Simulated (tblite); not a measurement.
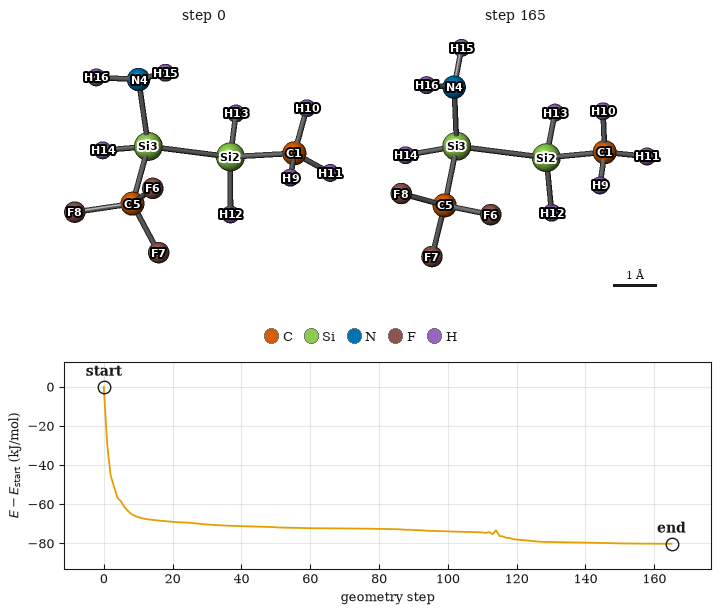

First and last geometry of a relaxation of C2H8F3NSi2, with the history of the run. A ball-and-stick model, seen at a tilt.

Computed with GFN2-xTB geometry optimisation, gas phase (tblite). 

### What do the curves and the structures tell?

It converged. After 165 geometry steps the energy has fallen by 80.1 kJ/mol. H15 moves most after the best rigid fit: 1.33 Å. Largest moves by element: H 1.33 Å, F 1.01 Å, N 0.20 Å, Si 0.17 Å, C 0.16 Å. Some distances before and after: Si2–Si3 2.191 → 2.313 Å, Si3–C5 1.875 → 1.948 Å, Si3–N4 1.780 → 1.718 Å, N4–H16 1.050 → 1.009 Å. Bond angles that change, for instance: Si3–N4–H16 108.4° → 120.9°, Si2–Si3–H14 107.2° → 119.1°, N4–Si3–H14 106.3° → 115.0°. Groups turn about Si3–C5 by about 40°.
